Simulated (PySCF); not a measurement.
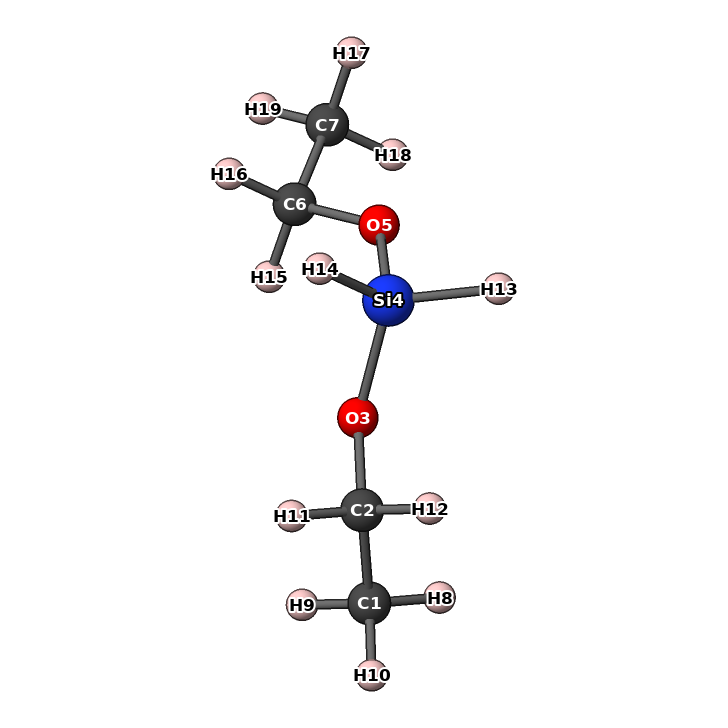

The questions are on isotropic NMR shieldings of the O atoms. The geometry was computed by an optimisation with GFN2-xTB. No frequency run is at hand to confirm it as a minimum. Properties computed with GIAO PBE0/pcSseg-1 NMR shielding, non-relativistic, gas phase (PySCF 2.14.0).

List the isotropic NMR shieldings of the O atoms.

```csv
atom,σ (ppm)
O3,289.3
O5,278.4
```

The geometry is semi-empirical. Around Si such bond lengths and angles can be off by a tenth of an ångström or more and by several degrees, and values that hang on the shape move with them.
